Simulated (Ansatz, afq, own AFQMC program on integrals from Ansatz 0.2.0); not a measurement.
# AlNH (doublet): AFQMC on the coupled-cluster ladder, cc-pVTZ, part 1 of 2

How near does AFQMC come to the top of the ladder for AlNH (doublet)?

Computed with Ansatz 0.2.0, Gaussian basis, and an in-house AFQMC program (afq) on its integrals; all values are calculated. Level: cc-pVTZ, frozen cores.

Plan: PBE (unrestricted); r2SCAN (unrestricted); PBE0 (unrestricted); CCSD(T) on UHF; B3LYP (unrestricted); wB97M-V (unrestricted); B2PLYP (unrestricted); CCSDT(Q) on UHF; CCSD(T) on UHF; CCSD(T) on UHF; Phaseless AFQMC, CISD trial on UHF; Phaseless AFQMC, single-determinant trial on UHF; Free-projection AFQMC, CISD trial on UHF; CCSD(T) on ROHF; CCSDT(Q) on ROHF; Phaseless AFQMC, CISD trial on ROHF; Phaseless AFQMC, single-determinant trial on ROHF.

1 further run of the same task is left out (it didn't finish).

## 1. What is computed

The geometry is a PBE0/def2-TZVP stationary point (not a proven minimum).

3 atoms, charge 0, spin multiplicity 2.

Atoms are counted from 1 here; the program's logs count them from 0.

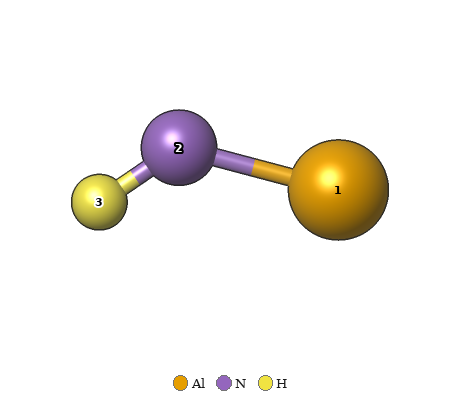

The structure; aluminium amber, nitrogen purple, hydrogen yellow; atoms are numbered from 1 in the order of the file.

As a file:

| atom | x (Å) | y (Å) | z (Å) |
| --- | --- | --- | --- |
| Al1 | 0.00000 | 0.03268 | 0.63653 |
| N2 | 0.00000 | -0.10666 | -1.09530 |
| H3 | 0.00000 | 0.60749 | -1.81839 |

## 2. PBE (unrestricted)

The input, in.yaml:

```yaml
crystal:
  periodic: [false, false, false]
  atoms:
    - {symbol: Al, position_ang: [0.000000, 0.032676, 0.636525]}
    - {symbol: N, position_ang: [0.000000, -0.106661, -1.095305]}
    - {symbol: H, position_ang: [0.000000, 0.607486, -1.818390]}
basis:
  gaussian: {orbitals: cc-pVTZ}
magnetization: {spin_polarized: true, initial_magnetization: 1}
hamiltonian: {xc: {name: PBE}}
output: {orbitals: {seedname: orbitals}}
```

Command:

```console
ansatz run in.yaml --threads 1 --pin off --events-out ev --progress --plain --max-ram 5632MiB --backend cpu
```

What it wrote:

```text
Functional definition: PBE
  name "PBE"
  cite "Perdew, Burke & Ernzerhof, Phys. Rev. Lett. 77, 3865 (1996) doi:10.1103/PhysRevLett.77.3865"
  parent pbe
  parameter kappa = 0.804
  parameter beta = 0.06672455060314922
  exchange = pbe_x(kappa = kappa, mu = beta*pi^2/3)
  correlation = pbe_c(beta = beta)
508 factors; their error is unknown
mean field evaluation 1: about -8077.5073 eV, gradient 6.4e1 eV
mean field evaluation 2: about -7912.7494 eV, gradient 1.2e2 eV
mean field evaluation 4: about -8081.8408 eV, gradient 4.6e1 eV
mean field evaluation 8: about -8096.5880 eV, gradient 5.3e-1 eV
mean field evaluation 16: about -8096.5797 eV, gradient 3.7e-4 eV
mean field evaluation 32: about -8096.0749 eV, gradient 6.4e-6 eV
mean field -8096.57966396 eV, -297.5438145919 hartree, gradient 2.2e-5 eV, S^2 0.767274; 4 other end points of the search recorded, 0 dependent functions left out
reference -8096.57969355 eV, -297.5438156793 hartree; 11, 10 occupied and 67, 68 virtual orbitals, 508 factors
Total energy: -8096.57969355 eV, -297.5438156793 hartree
```

It took 4.2 s on 1 thread of AMD EPYC 7R13 (Zen 3), shared host; peak memory 0.72 GiB.

From the report: ⟨S²⟩ of the determinant 0.767 (pure doublet: 0.75).

## 3. r2SCAN (unrestricted)

in.yaml, as its differences from that of step 2:

```diff
@@ -9,3 +9,2 @@
 magnetization: {spin_polarized: true, initial_magnetization: 1}
-hamiltonian: {xc: {name: PBE}}
-output: {orbitals: {seedname: orbitals}}
+hamiltonian: {xc: {name: r2SCAN}}
```

The command is unchanged.

What it wrote:

```text
Functional definition: r2SCAN
  name "r2SCAN"
  cite "Furness, Kaplan, Ning, Perdew & Sun, J. Phys. Chem. Lett. 11, 8208 (2020) doi:10.1021/acs.jpclett.0c02405"
  cite "Furness, Kaplan, Ning, Perdew & Sun, J. Phys. Chem. Lett. 11, 9248 (2020) doi:10.1021/acs.jpclett.0c03077"
  parent r2scan
  parameter k0 = 0.174
  parameter k1 = 0.065
  parameter a1 = 4.9479
  exchange = r2scan_x(k0 = k0, k1 = k1, a1 = a1)
  correlation = r2scan_c
508 factors; their error is unknown
mean field evaluation 1: about -8083.7988 eV, gradient 5.9e1 eV
mean field evaluation 2: about -7930.3128 eV, gradient 1.1e2 eV
mean field evaluation 4: about -8090.4541 eV, gradient 3.9e1 eV
mean field evaluation 8: about -8100.4195 eV, gradient 2.8e-1 eV
mean field evaluation 16: about -8100.4130 eV, gradient 6.2e-4 eV
mean field evaluation 32: about -8100.0277 eV, gradient 7.0e-2 eV
mean field -8100.41295796 eV, -297.6846855479 hartree, gradient 4.6e-6 eV, S^2 0.804381; 4 other end points of the search recorded, 0 dependent functions left out
reference -8100.41297121 eV, -297.6846860347 hartree; 11, 10 occupied and 67, 68 virtual orbitals, 508 factors
Total energy: -8100.41297121 eV, -297.6846860347 hartree
```

It took 6.5 s on 1 thread of AMD EPYC 7R13 (Zen 3), shared host; peak memory 0.72 GiB.

From the report: ⟨S²⟩ of the determinant 0.804 (pure doublet: 0.75).

## 4. PBE0 (unrestricted)

in.yaml, as its differences from that of step 3:

```diff
@@ -9,2 +9,3 @@
 magnetization: {spin_polarized: true, initial_magnetization: 1}
-hamiltonian: {xc: {name: r2SCAN}}
+hamiltonian: {xc: {name: PBE0}}
+output: {orbitals: {seedname: orbitals}}
```

Same command.

What it wrote:

```text
Functional definition: PBE0
  name "PBE0"
  cite "Adamo & Barone, J. Chem. Phys. 110, 6158 (1999) doi:10.1063/1.478522"
  cite "Perdew, Burke & Ernzerhof, Phys. Rev. Lett. 77, 3865 (1996) doi:10.1103/PhysRevLett.77.3865"
  parent pbe
  parameter a = 0.25
  parameter kappa = 0.804
  parameter beta = 0.06672455060314922
  exchange = (1 - a)*pbe_x(kappa = kappa, mu = beta*pi^2/3) + a*exact_x
  correlation = pbe_c(beta = beta)
523 factors; their error is unknown
mean field evaluation 1: about -8082.7283 eV, gradient 5.4e1 eV
mean field evaluation 2: about -7964.7097 eV, gradient 1.1e2 eV
mean field evaluation 4: about -8095.5408 eV, gradient 1.5e1 eV
mean field evaluation 8: about -8097.0171 eV, gradient 3.4e-1 eV
mean field evaluation 16: about -8097.0395 eV, gradient 1.5e-3 eV
mean field evaluation 32: about -8096.9614 eV, gradient 3.6e0 eV
mean field -8097.03951033 eV, -297.5607136342 hartree, gradient 1.1e-5 eV, S^2 0.794548; 3 other end points of the search recorded, 0 dependent functions left out
reference -8097.03953288 eV, -297.5607144629 hartree; 11, 10 occupied and 67, 68 virtual orbitals, 523 factors
Total energy: -8097.03953288 eV, -297.5607144629 hartree
```

It took 2.5 s on 1 thread of AMD EPYC 7R13 (Zen 3), shared host; peak memory 0.72 GiB.

From the report: ⟨S²⟩ of the determinant 0.795 (pure doublet: 0.75).

## 5. CCSD(T) on UHF

in.yaml, as its differences from that of step 4:

```diff
@@ -9,3 +9,2 @@
 magnetization: {spin_polarized: true, initial_magnetization: 1}
-hamiltonian: {xc: {name: PBE0}}
-output: {orbitals: {seedname: orbitals}}
+correlation: {method: ccsd_t, electrons: outside_noble_gas, hamiltonian_folder: ham}
```

Command:

```console
ansatz run in.yaml --threads 1 --pin off --events-out ev --progress --plain --max-ram 16896MiB --backend cuda --devices 0, --max-vram 18GiB
```

What it wrote (excerpt; [...] marks lines left out):

```text
Functional definition: HF
  name "HF"
  cite "Fock, Z. Phys. 61, 126 (1930) doi:10.1007/BF01340294"
  parent pbe
[...]
476 factors; integrals over basis functions are off by at most 1.1e-3 eV
[...]
mean field -8079.93978873 eV, -296.9323104558 hartree, gradient 3.1e-6 eV, S^2 0.932899; 24 other end points of the search recorded, 0 dependent functions left out
determinant -8079.93978873 eV, -296.9323104558 hartree, with singles and doubles -8086.81381442 eV, -297.1849262407 hartree
determinant -8079.90916299 eV, -296.9311849809 hartree, with singles and doubles -8086.79189078 eV, -297.1841205617 hartree
determinant -8079.88963703 eV, -296.9304674150 hartree, with singles and doubles -8086.87997771 eV, -297.1873576967 hartree
determinant -8078.84835509 eV, -296.8922010094 hartree, with singles and doubles -8086.32009529 eV, -297.1667823973 hartree
[...]
determinant -8079.93978873 eV, -296.9323104558 hartree, with singles and doubles -8086.80329990 eV, -297.1845398390 hartree
determinant -8079.90916299 eV, -296.9311849809 hartree, with singles and doubles -8086.70869085 eV, -297.1810630208 hartree
determinant -8079.88963703 eV, -296.9304674150 hartree, with singles and doubles -8086.85282504 eV, -297.1863598544 hartree
determinant -8078.78770569 eV, -296.8899721851 hartree, with singles and doubles -8086.64948739 eV, -297.1788873336 hartree
6 core orbitals not correlated: weight in the atoms' cores, before any rotation towards them, 1.000 or more for the frozen orbitals, at most 0.000 for the correlated occupied ones
reference -8079.88963703 eV, -296.9304674150 hartree; 5, 4 occupied and 67, 68 virtual orbitals, 476 factors
second order -6.10964744 eV of doubles, -0.00000000 eV of singles
cycle   1  -6.96318704 eV  change    9.6e-7 eV  update   3.7e-6
perturbative correction -0.31542658 eV, -0.0115917128 hartree
Total energy: -8087.16825065 eV, -297.1979515318 hartree
```

It took 14 s on 1 × NVIDIA H100 80GB HBM3 with 1 thread of AMD EPYC 7R13 (Zen 3), shared host; peak host memory 0.83 GiB.

From the report: ⟨S²⟩ of the determinant 0.962 (pure doublet: 0.75); correlation -7.2786 eV; T1 0.072; largest double amplitude 0.08.

This run also writes the integrals to the folder ham.

## 6. B3LYP (unrestricted)

in.yaml, as its differences from that of step 5:

```diff
@@ -9,2 +9,2 @@
 magnetization: {spin_polarized: true, initial_magnetization: 1}
-correlation: {method: ccsd_t, electrons: outside_noble_gas, hamiltonian_folder: ham}
+hamiltonian: {xc: {name: B3LYP}}
```

Command:

```console
ansatz run in.yaml --threads 1 --pin off --events-out ev --progress --plain --max-ram 5632MiB --backend cpu
```

What it wrote (excerpt; [...] marks lines left out):

```text
Functional definition: B3LYP
  name "B3LYP"
  cite "Stephens, Devlin, Chabalowski & Frisch, J. Phys. Chem. 98, 11623 (1994) doi:10.1021/j100096a001"
  cite "Becke, Phys. Rev. A 38, 3098 (1988) doi:10.1103/PhysRevA.38.3098"
  cite "Lee, Yang & Parr, Phys. Rev. B 37, 785 (1988) doi:10.1103/PhysRevB.37.785"
  cite "Vosko, Wilk & Nusair, Can. J. Phys. 58, 1200 (1980) doi:10.1139/p80-159"
[...]
520 factors; their error is unknown
[...]
mean field -8102.63375129 eV, -297.7662981976 hartree, gradient 1.2e-5 eV, S^2 0.777310; 1 other end points of the search recorded, 0 dependent functions left out
reference -8102.63392729 eV, -297.7663046652 hartree; 11, 10 occupied and 67, 68 virtual orbitals, 520 factors
Total energy: -8102.63392729 eV, -297.7663046652 hartree
```

Run time: 2.3 s. Hardware: 1 thread of AMD EPYC 7R13 (Zen 3), shared host; peak memory 0.72 GiB.

From the report: ⟨S²⟩ of the determinant 0.777 (pure doublet: 0.75).

## 7. wB97M-V (unrestricted)

in.yaml, as its differences from that of step 6:

```diff
@@ -9,2 +9,3 @@
 magnetization: {spin_polarized: true, initial_magnetization: 1}
-hamiltonian: {xc: {name: B3LYP}}
+hamiltonian: {xc: {name: wB97M-V}}
+output: {orbitals: {seedname: orbitals}}
```

Same command.

What it wrote (excerpt; [...] marks lines left out):

```text
Functional definition: wB97M-V
  name "wB97M-V"
  cite "Mardirossian & Head-Gordon, J. Chem. Phys. 144, 214110 (2016) doi:10.1063/1.4952647"
  cite "Becke, J. Chem. Phys. 107, 8554 (1997) doi:10.1063/1.475007"
  cite "Vydrov & Van Voorhis, J. Chem. Phys. 133, 244103 (2010) doi:10.1063/1.3521275"
  # Of w^i u^j: cxij and so on, Table III.
[...]
  gx(w, u) = 1 - cx + cx01*u + cx10*w
  gss(w, u) = css00 + css04*u^4 + css10*w + css20*w^2 + css43*w^4*u^3
  gos(w, u) = cos00 + cos10*w + (cos20 + cos21*u)*w^2 + (cos60 + cos61*u)*w^6
[...]
      + integral(e_c_pw_mod_opposite_spin*gos(b97_w_opposite, b97_u_opposite)) + vv10(b, c)
508 factors; their error is unknown
111 factors; integrals over basis functions are off by at most 8.3e-5 eV
[...]
mean field -8100.99096238 eV, -297.7059268187 hartree, gradient 1.3e-6 eV, S^2 0.770988; 3 other end points of the search recorded, 0 dependent functions left out
reference -8100.99099769 eV, -297.7059281161 hartree; 11, 10 occupied and 67, 68 virtual orbitals, 508 factors
Total energy: -8100.99099769 eV, -297.7059281161 hartree
```

Wall time 9 s (1 thread of AMD EPYC 7R13 (Zen 3), shared host); peak memory 0.72 GiB.

From the report: ⟨S²⟩ of the determinant 0.771 (pure doublet: 0.75).

## 8. B2PLYP (unrestricted)

in.yaml, as its differences from that of step 7:

```diff
@@ -9,3 +9,3 @@
 magnetization: {spin_polarized: true, initial_magnetization: 1}
-hamiltonian: {xc: {name: wB97M-V}}
-output: {orbitals: {seedname: orbitals}}
+hamiltonian: {xc: {name: B2PLYP}}
+correlation: {electrons: outside_noble_gas}
```

The command is unchanged.

What it wrote (excerpt; [...] marks lines left out):

```text
Functional definition: B2PLYP
  name "B2PLYP"
  cite "Grimme, J. Chem. Phys. 124, 034108 (2006) doi:10.1063/1.2148954"
  cite "Becke, Phys. Rev. A 38, 3098 (1988) doi:10.1103/PhysRevA.38.3098"
  cite "Lee, Yang & Parr, Phys. Rev. B 37, 785 (1988) doi:10.1103/PhysRevB.37.785"
[...]
476 factors; integrals over basis functions are off by at most 1.1e-3 eV
[...]
mean field -8095.45230513 eV, -297.5023849189 hartree, gradient 5.2e-6 eV, S^2 0.816426; 2 other end points of the search recorded, 0 dependent functions left out
6 core orbitals not correlated: weight in the atoms' cores, before any rotation towards them, 1.000 or more for the frozen orbitals, at most 0.000 for the correlated occupied ones
reference -8095.45241716 eV, -297.5023890360 hartree; 5, 4 occupied and 67, 68 virtual orbitals, 476 factors
second order -8.04779420 eV of doubles, -0.00000000 eV of singles
Total energy: -8097.62532160 eV, -297.5822418010 hartree
```

Run time: 4.9 s. Hardware: 1 thread of AMD EPYC 7R13 (Zen 3), shared host; peak memory 0.72 GiB.

From the report: ⟨S²⟩ of the determinant 0.816 (pure doublet: 0.75).

## 9. CCSDT(Q) on UHF

in.yaml, as its differences from that of step 8:

```diff
@@ -9,3 +9,2 @@
 magnetization: {spin_polarized: true, initial_magnetization: 1}
-hamiltonian: {xc: {name: B2PLYP}}
-correlation: {electrons: outside_noble_gas}
+correlation: {method: ccsdt_q, electrons: outside_noble_gas}
```

Command:

```console
ansatz run in.yaml --threads 1 --pin off --events-out ev --progress --plain --max-ram 16896MiB --backend cuda --devices 0, --max-vram 18GiB
```

What it wrote (excerpt; [...] marks lines left out):

```text
Functional definition: HF
  name "HF"
  cite "Fock, Z. Phys. 61, 126 (1930) doi:10.1007/BF01340294"
  parent pbe
[...]
939 factors; integrals over basis functions are off by at most 1.8e-7 eV
[...]
mean field -8079.93981430 eV, -296.9323113955 hartree, gradient 2.6e-6 eV, S^2 0.932900; 23 other end points of the search recorded, 0 dependent functions left out
determinant -8079.93981430 eV, -296.9323113955 hartree, with singles and doubles -8086.81385203 eV, -297.1849276229 hartree
determinant -8079.90918802 eV, -296.9311859006 hartree, with singles and doubles -8086.79192642 eV, -297.1841218714 hartree
determinant -8079.88966374 eV, -296.9304683966 hartree, with singles and doubles -8086.88001793 eV, -297.1873591747 hartree
determinant -8078.84838365 eV, -296.8922020592 hartree, with singles and doubles -8086.32013203 eV, -297.1667837474 hartree
[...]
determinant -8079.90918802 eV, -296.9311859006 hartree, with singles and doubles -8086.70871127 eV, -297.1810637711 hartree
determinant -8079.88966374 eV, -296.9304683966 hartree, with singles and doubles -8086.85284663 eV, -297.1863606479 hartree
determinant -8078.78773487 eV, -296.8899732574 hartree, with singles and doubles -8086.64950662 eV, -297.1788880404 hartree
6 core orbitals not correlated: weight in the atoms' cores, before any rotation towards them, 1.000 or more for the frozen orbitals, at most 0.000 for the correlated occupied ones
reference -8079.88966374 eV, -296.9304683966 hartree; 5, 4 occupied and 67, 68 virtual orbitals, 939 factors
second order -6.10966508 eV of doubles, -0.00000000 eV of singles
cycle   1  -6.45594796 eV  change   -3.5e-1 eV  update   1.0e-1
[...]
cycle  27  -7.34273800 eV  change   -3.5e-7 eV  update   3.8e-7
perturbative correction -0.03681532 eV, -0.0013529379 hartree
Total energy: -8087.26921706 eV, -297.2016619790 hartree
```

Wall time 17 s (1 × NVIDIA H100 80GB HBM3 with 1 thread of AMD EPYC 7R13 (Zen 3), shared host); peak host memory 0.87 GiB.

From the report: ⟨S²⟩ of the determinant 0.962 (pure doublet: 0.75); correlation -7.3796 eV; T1 0.088; largest double amplitude 0.09.

## 10. CCSD(T) on UHF

in.yaml, as its differences from that of step 9:

```diff
@@ -7,4 +7,4 @@
 basis:
-  gaussian: {orbitals: cc-pVTZ}
+  gaussian: {orbitals: def2-TZVPP}
 magnetization: {spin_polarized: true, initial_magnetization: 1}
-correlation: {method: ccsdt_q, electrons: outside_noble_gas}
+correlation: {method: ccsd_t, electrons: outside_noble_gas}
```

The command is unchanged.

What it wrote (excerpt; [...] marks lines left out):

```text
Functional definition: HF
  name "HF"
  cite "Fock, Z. Phys. 61, 126 (1930) doi:10.1007/BF01340294"
  parent pbe
[...]
531 factors; integrals over basis functions are off by at most 9.4e-4 eV
[...]
mean field -8079.93410257 eV, -296.9321014934 hartree, gradient 2.6e-6 eV, S^2 0.929890; 24 other end points of the search recorded, 0 dependent functions left out
determinant -8079.93410257 eV, -296.9321014934 hartree, with singles and doubles -8086.78381764 eV, -297.1838238792 hartree
determinant -8079.90514984 eV, -296.9310375003 hartree, with singles and doubles -8086.76349274 eV, -297.1830769529 hartree
determinant -8079.88236430 eV, -296.9302001471 hartree, with singles and doubles -8086.85278471 eV, -297.1863583724 hartree
determinant -8078.84346803 eV, -296.8920214133 hartree, with singles and doubles -8086.31105914 eV, -297.1664503249 hartree
[...]
determinant -8079.90514984 eV, -296.9310375003 hartree, with singles and doubles -8086.68081153 eV, -297.1800384746 hartree
determinant -8079.88236430 eV, -296.9302001471 hartree, with singles and doubles -8086.82472262 eV, -297.1853271097 hartree
determinant -8078.84346803 eV, -296.8920214133 hartree, with singles and doubles -8086.49322495 eV, -297.1731447949 hartree
determinant -8078.79060065 eV, -296.8900785729 hartree, with singles and doubles -8086.61838791 eV, -297.1777444488 hartree
6 core orbitals not correlated: weight in the atoms' cores, before any rotation towards them, 1.000 or more for the frozen orbitals, at most 0.000 for the correlated occupied ones
reference -8079.88236430 eV, -296.9302001471 hartree; 5, 4 occupied and 76, 77 virtual orbitals, 531 factors
second order -6.08351768 eV of doubles, -0.00000000 eV of singles
cycle   1  -6.94235752 eV  change    8.0e-7 eV  update   3.3e-6
perturbative correction -0.31293891 eV, -0.0115002930 hartree
Total energy: -8087.13766073 eV, -297.1968273731 hartree
```

Run time: 21 s. Hardware: 1 × NVIDIA H100 80GB HBM3 with 1 thread of AMD EPYC 7R13 (Zen 3), shared host; peak host memory 0.85 GiB.

From the report: ⟨S²⟩ of the determinant 0.961 (pure doublet: 0.75); correlation -7.2553 eV; T1 0.072; largest double amplitude 0.08.

## 11. CCSD(T) on UHF

in.yaml, as its differences from that of step 10:

```diff
@@ -7,3 +7,3 @@
 basis:
-  gaussian: {orbitals: def2-TZVPP}
+  gaussian: {orbitals: "def2-QZVPP.json"}
 magnetization: {spin_polarized: true, initial_magnetization: 1}
```

Launched as before.

What it wrote (excerpt; [...] marks lines left out):

```text
Functional definition: HF
  name "HF"
  cite "Fock, Z. Phys. 61, 126 (1930) doi:10.1007/BF01340294"
  parent pbe
[...]
940 factors; integrals over basis functions are off by at most 8.5e-4 eV
[...]
mean field -8080.19428491 eV, -296.9416630181 hartree, gradient 2.1e-6 eV, S^2 0.937404; 25 other end points of the search recorded, 0 dependent functions left out
determinant -8080.19428491 eV, -296.9416630181 hartree, with singles and doubles -8087.52090876 eV, -297.2109114782 hartree
determinant -8080.16286934 eV, -296.9405085172 hartree, with singles and doubles -8087.50285037 eV, -297.2102478446 hartree
determinant -8080.14508842 eV, -296.9398550805 hartree, with singles and doubles -8087.59279754 eV, -297.2135533422 hartree
determinant -8079.11217053 eV, -296.9018960482 hartree, with singles and doubles -8087.06555832 eV, -297.1941776584 hartree
[...]
determinant -8080.16286934 eV, -296.9405085172 hartree, with singles and doubles -8087.33150622 eV, -297.2039510635 hartree
determinant -8080.14508842 eV, -296.9398550805 hartree, with singles and doubles -8087.48438915 eV, -297.2095694074 hartree
determinant -8079.11217053 eV, -296.9018960482 hartree, with singles and doubles -8087.15838213 eV, -297.1975888705 hartree
determinant -8079.06106478 eV, -296.9000179463 hartree, with singles and doubles -8087.27990506 eV, -297.2020547556 hartree
6 core orbitals not correlated: weight in the atoms' cores, before any rotation towards them, 1.000 or more for the frozen orbitals, at most 0.000 for the correlated occupied ones
reference -8080.14508842 eV, -296.9398550805 hartree; 5, 4 occupied and 146, 147 virtual orbitals, 940 factors
second order -6.55761300 eV of doubles, -0.00000000 eV of singles
cycle   1  -7.33929756 eV  change    3.2e-6 eV  update   5.1e-6
cycle   2  -7.33929504 eV  change    2.5e-6 eV  update   4.2e-6
perturbative correction -0.35277038 eV, -0.0129640723 hartree
Total energy: -8087.83715384 eV, -297.2225332706 hartree
```

Wall time 50 s (1 × NVIDIA H100 80GB HBM3 with 1 thread of AMD EPYC 7R13 (Zen 3), shared host); peak host memory 0.96 GiB.

From the report: ⟨S²⟩ of the determinant 0.965 (pure doublet: 0.75); correlation -7.6921 eV; T1 0.074; largest double amplitude 0.06.

(Continued in part 2 of 2.)
